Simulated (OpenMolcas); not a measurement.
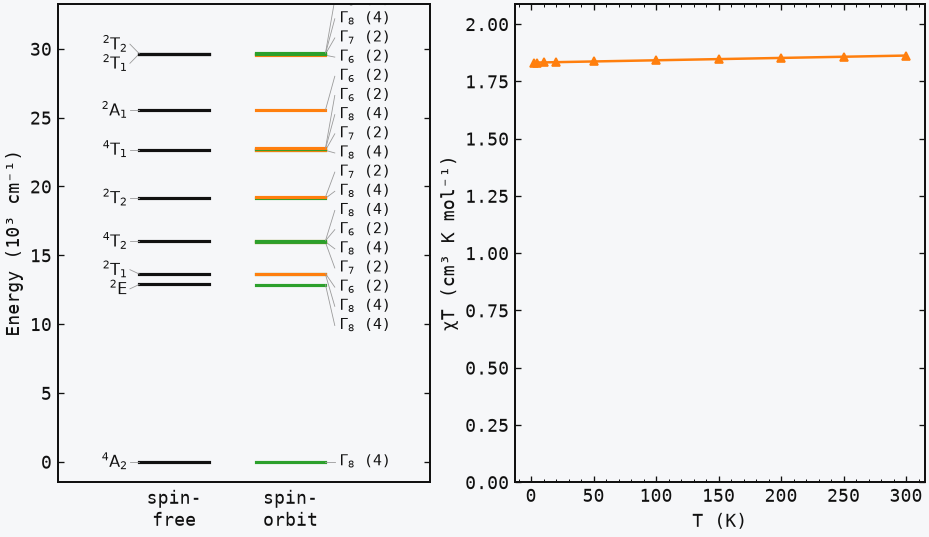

Levels of a 3d ion of charge +2 as a dopant in LiF, a cluster with its 6 nearest F⁻ at 2.014 Å (octahedron) embedded in model potentials and point charges; the geometry was set, not optimised. Labels give the representation in O, Td, D4 or D3 as the site allows (double group for half-integer spin) where it could be assigned and, in brackets, the degeneracy; spin-free states, where drawn, share the zero of the spin-orbit levels. The calculation used state-averaged SS-CASPT2, IPEA shift 0.25, imaginary shift 0.1 hartree, the open shell active, basis ANO-RCC-VTZP on the metal and ANO-RCC-VDZP on the ligands, DKH2 scalar Hamiltonian, spin-orbit coupling by RASSI with atomic mean-field integrals (OpenMolcas). Powder susceptibility by Van Vleck's formula.

Q: Which ion is the dopant?

A: V²⁺ (3d³). The ground level is Γ₈, 4-fold degenerate, 100 % from states of spin multiplicity 4. The next level lies at 12,900 cm⁻¹ (Γ₈). The lowest spin-free state is ⁴A₂, from the free-ion F term; of the same spin there follow at 16,000 cm⁻¹ (⁴T₂) and 22,700 cm⁻¹ (⁴T₁) above it. χT is 1.83 cm³ K mol⁻¹ at 2 K and 1.86 at 300 K, an effective moment of 3.86 μB.

Limits of the model: the geometry is set by hand, with no relaxation and no charge compensation.
